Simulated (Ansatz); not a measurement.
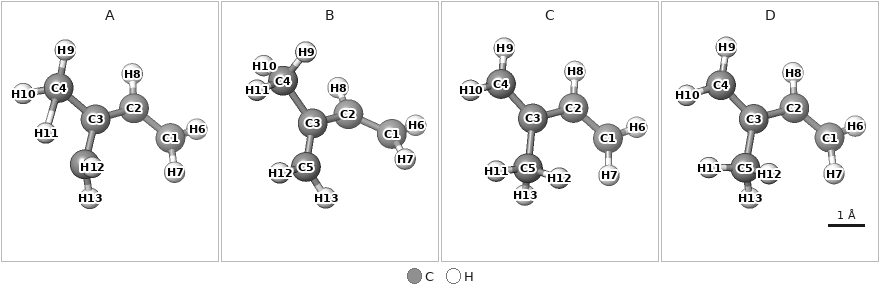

4 geometries from a converged minimum-energy path of C₅H₈, shuffled. Style: ball-and-stick. Shown at a tilt.

The calculation used Ansatz, RKS BLYP/def2-mTZVP. Set-up: 5 movable images; climbing image; force threshold 0.05 eV/Å; iteration limit 60; starting path through a guess of the saddle point.

One of them is the converged climbing image. Which?

A. In order along the path, whose images run from 0 to 6: C (image 0, 0.00 eV), D (image 1, +0.19 eV), A (image 3, +3.36 eV), B (image 6, +0.13 eV). A hydrogen atom shifts from one atom to another. Breaking: C5–H11 (1.10 → 1.50 at the top → 2.64 Å). Forming: C4–H11 (2.62 → 1.49 at the top → 1.10 Å).

The run took 91 s on 2 threads of Intel(R) Xeon(R) 6975P-C (Granite Rapids) (shared host), peak memory 0.18 GiB.
